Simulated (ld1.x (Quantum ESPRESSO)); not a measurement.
# A TM potential for Ga, from input to tests

Task: generate the file, and judge it by its errors in other configurations, its logarithmic derivatives, its ghosts and its cutoff.

The numbers are computed with ld1.x (Quantum ESPRESSO) 7.5 (PBE, scalar-relativistic, spin-unpolarised reference atom).

## (1) Starting point

The settings as typed:

```
element                 : gallium (Ga, Z = 31)
type                    : norm-conserving Troullier–Martins (Kleinman–Bylander form)
frozen core             : [Ar] 3d10
valence charge          : 3
reference configuration : 4s2 4p1
partial waves           : 4s (bound): rc 1.85 bohr; 4p (bound): rc 2.00 bohr; 4d channel at 0.45 Ry: rc 1.55 bohr
local potential         : all-electron potential smoothed inside 1.80 bohr (lloc = -1)
core correction         : a·sin(br)/r model core, default radius (core density twice the valence density)
```

An earlier all-electron run gives the scale for the radii.

All-electron outer shells of the reference configuration (PBE, scalar-relativistic, ld1.x):

| shell | level (eV) | outermost node (bohr) | outermost maximum (bohr) |
| --- | --- | --- | --- |
| 3p | -98.86 | 0.24 | 0.56 |
| 3d | -19.15 | – | 0.53 |
| 4s | -8.95 | 0.81 | 1.90 |
| 4p | -2.58 | 0.87 | 2.53 |

## (2) Generation

The input, Ga.in:

```
 &input
   title='Ga', zed=31., rel=1, dft='PBE', iswitch=3,
   config='[Ar] 3d10 4s2 4p1 4d-2',
   nld=3, rlderiv=2.20, eminld=-3.0, emaxld=5.0, deld=0.02
 /
 &inputp
   pseudotype=2, tm=.true., lloc=-1, rcloc=1.80,
   nlcc=.true.,
   file_pseudopw='Ga.UPF', file_wfcaegen='ae.wfc', file_wfcncgen='nc.wfc', file_beta='beta', file_chi='chi'
 /
3
4S  1  0   2.00   0.00  1.85  1.85  0.0
4P  2  1   1.00   0.00  2.00  2.00  0.0
4D  3  2  -2.00   0.45  1.55  1.55  0.0
 &test
   configts(1)='4s2 4p1'
 /
```

On the command line:

```console
ld1.x < Ga.in > Ga.out
```

What the program wrote to Ga.out (without the banner and most projector matrices):

```text
     Program LD1 v.7.5
     --------------------------- All-electron run ----------------------------

     Ga
     scalar relativistic calculation

     atomic number is 31.00
     dft =PBE   lsd =0 sic =0 latt =0  beta=0.20 tr2=1.0E-14
     Exchange-correlation= PBE
                           (   1   4   3   4   0   0   0)
     mesh =1205 r(mesh) = 101.09016 a.u. xmin = -7.00 dx = 0.01250
     1 Ry =  13.60569312 eV, c = 137.03599908

     n l     nl                  e(Ry)          e(Ha)          e(eV)
     1 0     1S 1( 2.00)      -751.8885      -375.9443    -10229.9645
     2 0     2S 1( 2.00)       -92.7792       -46.3896     -1262.3250
     2 1     2P 1( 6.00)       -80.7630       -40.3815     -1098.8366
     3 0     3S 1( 2.00)       -10.8870        -5.4435      -148.1258
     3 1     3P 1( 6.00)        -7.2660        -3.6330       -98.8592
     3 2     3D 1(10.00)        -1.4078        -0.7039       -19.1544
     4 0     4S 1( 2.00)        -0.6577        -0.3288        -8.9483
     4 1     4P 1( 1.00)        -0.1896        -0.0948        -2.5791

     final scf error:  1.8E-15 reached in  28 iterations

     Etot =   -3887.879138 Ry,   -1943.939569 Ha,  -52897.290452 eV

     Ekin =    3953.977613 Ry,    1976.988806 Ha,   53796.606017 eV
     Encl =   -9369.232565 Ry,   -4684.616282 Ha, -127474.903073 eV
     Eh   =    1678.315257 Ry,     839.157629 Ha,   22834.642352 eV
     Exc  =    -150.939443 Ry,     -75.469722 Ha,   -2053.635748 eV

     normalization and overlap integrals

     s(1S/1S) =  1.000000  <r> =   0.0486  <r2> =    0.0032  r(max) =   0.0319
     s(2S/2S) =  1.000000  <r> =   0.2178  <r2> =    0.0560  r(max) =   0.1833
     s(2P/2P) =  1.000000  <r> =   0.1907  <r2> =    0.0446  r(max) =   0.1464
     s(3S/3S) =  1.000000  <r> =   0.6518  <r2> =    0.4906  r(max) =   0.5647
     s(3P/3P) =  1.000000  <r> =   0.6791  <r2> =    0.5442  r(max) =   0.5647
     s(3D/3D) =  1.000000  <r> =   0.8106  <r2> =    0.8629  r(max) =   0.5305
     s(4S/4S) =  1.000000  <r> =   2.3423  <r2> =    6.3902  r(max) =   1.8984
     s(4P/4P) =  1.000000  <r> =   3.4262  <r2> =   14.2371  r(max) =   2.5307

     ------------------------ End of All-electron run ------------------------

     --------------------- Generating NC pseudopotential ---------------------

      Generating local potential from pseudized AE potential:
      Matching radius rcloc =   1.8000

      Local pseudo, rcloc= 1.806 Estimated cut-off energy=     7.48 Ry

      Computing core charge for nlcc:

       r > 1.55 : true rho core
       r < 1.55 : rho core = a sin(br)/r    a=   2.76  b=   1.71

      Integrated core pseudo-charge :   3.40

      Wfc   4S  rcut= 1.852  Using Troullier-Martins method

      Wfc   4P  rcut= 1.996  Using Troullier-Martins method

      Wfc   4D  rcut= 1.554  Using Troullier-Martins method

     ------------------- End of pseudopotential generation -------------------

     [... the all-electron block is printed once more ...]


     Computing logarithmic derivative in   2.19193
     Computing logarithmic derivative in   2.19193
     Computing the partial wave expansion
     R is outside the sphere for l=    0 j= 0.00
     R is outside the sphere for l=    1 j= 0.00
     R is outside the sphere for l=    2 j= 0.00

     ---------------------- Testing the pseudopotential ----------------------

     Ga
     scalar relativistic calculation

     atomic number is 31.00   valence charge is  3.00
     dft =PBE   lsd =0 sic =0 latt =0  beta=0.20 tr2=1.0E-14
     mesh =1205 r(mesh) = 101.09016 xmin = -7.00 dx = 0.01250

     n l     nl             e AE (Ry)        e PS (Ry)    De AE-PS (Ry)
     1 0     4S   1( 2.00)       -0.65769       -0.65769        0.00000
     2 1     4P   1( 1.00)       -0.18956       -0.18956       -0.00000

     eps = 3.6E-17  iter =  4

     Etot =   -3887.879138 Ry,   -1943.939569 Ha,  -52897.290452 eV
     Etotps =    -7.359295 Ry,      -3.679647 Ha,    -100.128306 eV

     Ekin =       1.452691 Ry,       0.726345 Ha,      19.764864 eV
     Encl =      -8.168169 Ry,      -4.084085 Ha,    -111.133602 eV
     Ehrt =       3.051238 Ry,       1.525619 Ha,      41.514213 eV
     Ecxc =      -4.738837 Ry,      -2.369419 Ha,     -64.475164 eV
     (Ecc =      -3.042416 Ry,      -1.521208 Ha,     -41.394174 eV)
     Epseu=       1.043783 Ry,       0.521891 Ha,      14.201385 eV

     ---------------------- End of pseudopotential test ----------------------
```

Run time: 1.8 s. Hardware: 1 thread of Neoverse-V1, shared host. (Generation and the later configuration tests together.)

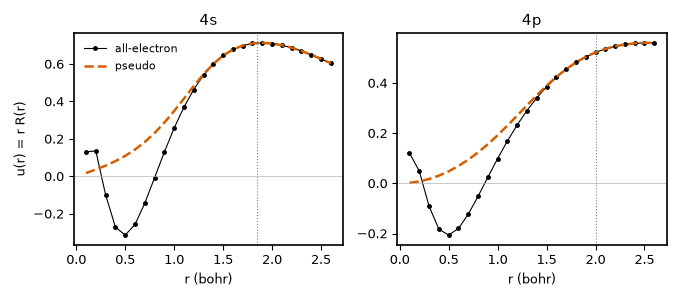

Bound waves of the atom and their pseudo partners (4s, 4p), with the matching radii dotted. The curves join 26 sampled radii, too few to resolve the innermost nodes.

## (3) Configuration tests

The input, Ga.test.in:

```
 &input
   title='Ga', zed=31., rel=1, dft='PBE', iswitch=2,
   config='[Ar] 3d10 4s2 4p1 4d-2'
 /
 &test
   file_pseudo='Ga.UPF', nconf=8,
   configts(1)='4s2 4p1',
   configts(2)='4s2 4p0',
   configts(3)='4s1 4p0',
   configts(4)='4s2 4p0.5',
   configts(5)='4s1 4p1',
   configts(6)='4s1 4p2',
   configts(7)='4s2 4p1.3',
   configts(8)='4s0 4p3'
 /
```

On the command line:

```console
ld1.x < Ga.test.in > Ga.test.out
```

Ga.test.out, the pseudopotential blocks:

```text
     ---------------------- Testing the pseudopotential ----------------------

     Ga
     scalar relativistic calculation

     atomic number is 31.00   valence charge is  3.00
     dft =PBE   lsd =0 sic =0 latt =0  beta=0.20 tr2=1.0E-14
     mesh =1205 r(mesh) = 101.09016 xmin = -7.00 dx = 0.01250

     n l     nl             e AE (Ry)        e PS (Ry)    De AE-PS (Ry)
     1 0     4S   1( 2.00)       -0.65769       -0.65769        0.00000
     2 1     4P   1( 1.00)       -0.18956       -0.18956       -0.00000

     eps = 5.7E-17  iter =  4

     Etot =   -3887.879138 Ry,   -1943.939569 Ha,  -52897.290452 eV
     Etotps =    -7.359295 Ry,      -3.679647 Ha,    -100.128305 eV

     Ekin =       1.452691 Ry,       0.726345 Ha,      19.764864 eV
     Encl =      -8.168169 Ry,      -4.084085 Ha,    -111.133602 eV
     Ehrt =       3.051238 Ry,       1.525619 Ha,      41.514213 eV
     Ecxc =      -4.738837 Ry,      -2.369419 Ha,     -64.475165 eV
     (Ecc =      -3.042416 Ry,      -1.521208 Ha,     -41.394174 eV)
     Epseu=       1.043783 Ry,       0.521891 Ha,      14.201385 eV

     ---------------------- End of pseudopotential test ----------------------

     ---------------------- Testing the pseudopotential ----------------------

     Ga
     [...]
     n l     nl             e AE (Ry)        e PS (Ry)    De AE-PS (Ry)
     1 0     4S   1( 2.00)       -1.20034       -1.20401        0.00367
     2 1     4P   1( 0.00)       -0.66647       -0.66879        0.00232

     eps = 9.7E-15  iter =  6

     Etot =   -3887.461073 Ry,   -1943.730537 Ha,  -52891.602393 eV
     Etotps =    -6.940415 Ry,      -3.470207 Ha,     -94.429155 eV
     dEtot_ae =       0.418065 Ry
     dEtot_ps =       0.418880 Ry,   Delta E=      -0.000815 Ry

     [...]
     ---------------------- End of pseudopotential test ----------------------

     ---------------------- Testing the pseudopotential ----------------------

     Ga
     [...]
     n l     nl             e AE (Ry)        e PS (Ry)    De AE-PS (Ry)
     1 0     4S   1( 1.00)       -1.91606       -1.93726        0.02120  !
     2 1     4P   1( 0.00)       -1.30377       -1.31886        0.01509  !

     eps = 4.4E-15  iter =  5

     Etot =   -3885.908206 Ry,   -1942.954103 Ha,  -52870.474558 eV
     Etotps =    -5.375927 Ry,      -2.687964 Ha,     -73.143219 eV
     dEtot_ae =       1.970932 Ry
     dEtot_ps =       1.983367 Ry,   Delta E=      -0.012435 Ry

     [...]
     ---------------------- End of pseudopotential test ----------------------

     ---------------------- Testing the pseudopotential ----------------------

     Ga
     [...]
     n l     nl             e AE (Ry)        e PS (Ry)    De AE-PS (Ry)
     1 0     4S   1( 2.00)       -0.91338       -0.91444        0.00106
     2 1     4P   1( 0.50)       -0.41320       -0.41377        0.00057

     eps = 3.2E-17  iter =  7

     Etot =   -3887.729917 Ry,   -1943.864958 Ha,  -52895.260192 eV
     Etotps =    -7.209951 Ry,      -3.604976 Ha,     -98.096382 eV
     dEtot_ae =       0.149221 Ry
     dEtot_ps =       0.149344 Ry,   Delta E=      -0.000122 Ry

     [...]
     ---------------------- End of pseudopotential test ----------------------

     ---------------------- Testing the pseudopotential ----------------------

     Ga
     [...]
     n l     nl             e AE (Ry)        e PS (Ry)    De AE-PS (Ry)
     1 0     4S   1( 1.00)       -1.28054       -1.28856        0.00802  !
     2 1     4P   1( 1.00)       -0.73071       -0.73502        0.00431

     eps = 2.3E-17  iter =  7

     Etot =   -3886.919219 Ry,   -1943.459609 Ha,  -52884.230082 eV
     Etotps =    -6.395979 Ry,      -3.197989 Ha,     -87.021722 eV
     dEtot_ae =       0.959920 Ry
     dEtot_ps =       0.963316 Ry,   Delta E=      -0.003397 Ry

     [...]
     ---------------------- End of pseudopotential test ----------------------

     ---------------------- Testing the pseudopotential ----------------------

     Ga
     [...]
     n l     nl             e AE (Ry)        e PS (Ry)    De AE-PS (Ry)
     1 0     4S   1( 1.00)       -0.73819       -0.74124        0.00306
     2 1     4P   1( 2.00)       -0.24611       -0.24673        0.00062

     eps = 2.4E-15  iter =  7

     Etot =   -3887.398627 Ry,   -1943.699314 Ha,  -52890.752772 eV
     Etotps =    -6.877519 Ry,      -3.438759 Ha,     -93.573408 eV
     dEtot_ae =       0.480511 Ry
     dEtot_ps =       0.481776 Ry,   Delta E=      -0.001265 Ry

     [...]
     ---------------------- End of pseudopotential test ----------------------

     ---------------------- Testing the pseudopotential ----------------------

     Ga
     [...]
     n l     nl             e AE (Ry)        e PS (Ry)    De AE-PS (Ry)
     1 0     4S   1( 2.00)       -0.52577       -0.52561       -0.00015
     2 1     4P   1( 1.30)       -0.07511       -0.07507       -0.00004

     eps = 7.6E-16  iter =  9

     Etot =   -3887.918382 Ry,   -1943.959191 Ha,  -52897.824395 eV
     Etotps =    -7.398532 Ry,      -3.699266 Ha,    -100.662161 eV
     dEtot_ae =      -0.039244 Ry
     dEtot_ps =      -0.039238 Ry,   Delta E=      -0.000006 Ry

     [...]
     ---------------------- End of pseudopotential test ----------------------

     ---------------------- Testing the pseudopotential ----------------------

     Ga
     [...]
     n l     nl             e AE (Ry)        e PS (Ry)    De AE-PS (Ry)
     1 0     4S   1( 0.00)       -0.80735       -0.81350        0.00615  !
     2 1     4P   1( 3.00)       -0.29537       -0.29671        0.00134

     eps = 5.8E-15  iter = 10

     Etot =   -3886.896388 Ry,   -1943.448194 Ha,  -52883.919461 eV
     Etotps =    -6.371607 Ry,      -3.185803 Ha,     -86.690127 eV
     dEtot_ae =       0.982750 Ry
     dEtot_ps =       0.987688 Ry,   Delta E=      -0.004938 Ry

     [...]
     ---------------------- End of pseudopotential test ----------------------
```

The tests as a table, with energies relative to 4s2 4p1. The frozen-core shift comes from a second all-electron run, not shown, with the core orbitals held at their reference shape; it is that run's ΔE less the relaxed one.

```csv
valence configuration,charge,ΔE all-electron (eV),error AE − PS (meV),frozen-core shift (meV)
4s2 4p0,+1,5.688,-11,+13
4s1 4p0,+2,26.816,-169,+204
4s2 4p0.5,+0.5,2.030,-1.7,+1.9
4s1 4p1,+1,13.060,-46,+56
4s1 4p2,0,6.538,-17,+19
4s2 4p1.3,-0.3,-0.534,-0.1,+0.1
4s0 4p3,0,13.371,-67,+74
```

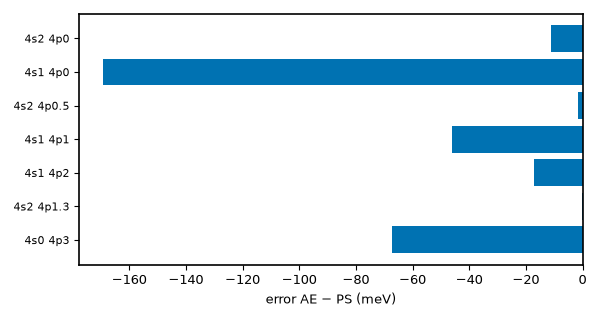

Error of the potential in each test configuration.

## (4) Logarithmic derivatives

Taken from the files of the generation run. The phase is arctan(r·u′/u) with u = r·R, unwrapped, with energies in Ry. A pole is an energy at which the radial function vanishes at the test radius. The pseudo phase is shifted by a multiple of π to meet the all-electron one at the reference energy. Levels narrower than the energy grid can be missing from the poles. The last column is the largest difference on the grid between −1 and +1 Ry.

| channel | radius (bohr) | reference (Ry) | poles AE | poles PS | window around the reference with phases within 0.05 rad (Ry) | largest difference near zero (rad) |
| --- | --- | --- | --- | --- | --- | --- |
| s | 2.19 | -0.66 | 1.70 | 1.47, 4.30 | below 2.1 | 0.013 |
| p | 2.19 | -0.19 | 3.06 | 2.71 | below 3.3 | 0.013 |
| d | 2.19 | 0.45 | -1.31 | -2.08, 4.23 | -0.9 to 1.3 | 0.038 |

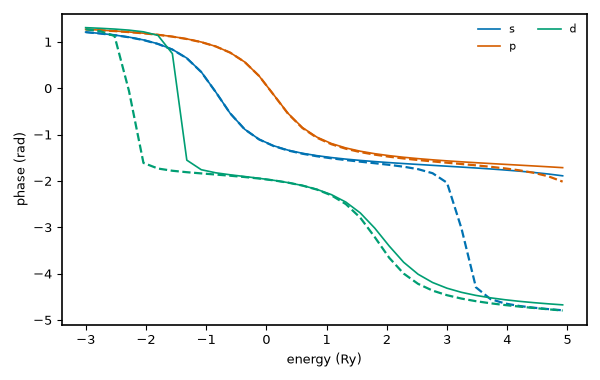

Phases by channel: all-electron solid, pseudo dashed.

## (5) Plane-wave convergence, by spherical Bessel functions

This step uses the generator's waves and projectors in a separate script. Basis: spherical Bessel functions vanishing at 20 bohr, q² up to the cutoff; potential fixed at the reference.

All-electron valence levels (Ry): 4s -0.6577, 4p -0.1896. The lowest levels of each channel (Ry) by cutoff; the last column sums, over occupied levels, occupation times the distance from the level at 400 Ry. A positive value at high cutoff is not a bound level.

| cutoff (Ry) | s #1 | p #1 | d #1 | f #1 | Σ f·Δε (mRy) |
| --- | --- | --- | --- | --- | --- |
| 8 | -0.6353 | -0.1871 | 0.0468 | 0.1018 | 47.4 |
| 12 | -0.6524 | -0.1885 | 0.0467 | 0.1018 | 11.8 |
| 15 | -0.6543 | -0.1893 | 0.0467 | 0.1018 | 7.2 |
| 18 | -0.6546 | -0.1895 | 0.0467 | 0.1018 | 6.4 |
| 25 | -0.6554 | -0.1895 | 0.0467 | 0.1018 | 4.7 |
| 35 | -0.6573 | -0.1896 | 0.0467 | 0.1018 | 0.8 |
| 45 | -0.6576 | -0.1896 | 0.0466 | 0.1018 | 0.3 |
| 400 | -0.6577 | -0.1896 | -2.1843 | 0.1018 | 0.0 |

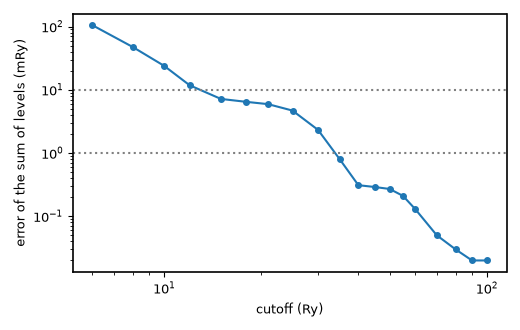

Occupation-weighted error of the valence levels against the cutoff; the dotted lines mark 10 and 1 mRy.

The sum stays within 10 mRy from 15 Ry and within 1 mRy from 35 Ry. The sum leaves out empty levels, which can need more. Ghost test: ghost state, bound below the all-electron valence or empty levels of the same l: d at -29.7 eV.

## (6) Results

| quantity | value |
| --- | --- |
| cutoffs for 10 and 1 mRy, occupied levels | 15 Ry and 35 Ry |
| bound ghosts | d at -29.72 eV |
| largest test error (AE − PS) | -169 meV, for 4s1 4p0 |
| largest phase difference near zero energy, channels read | 0.038 rad |

In words: It has a bound ghost (d), a state that the atom doesn't have, and that rules the file out. By total energies transferability is poor: the largest error is 169 meV on 26.8 eV, for 4s1 4p0. Freezing the core accounts for most of it. The potential is soft on the atom at that tolerance: the looser tolerance needs 15 Ry. The slowest occupied level is 4s: taken alone it needs 35 Ry to come within 1 mRy, against 15 Ry for 4p. Of the channels read, d scatters worst near zero energy, by up to 0.04 rad. All of this concerns the isolated atom, not yet a solid.
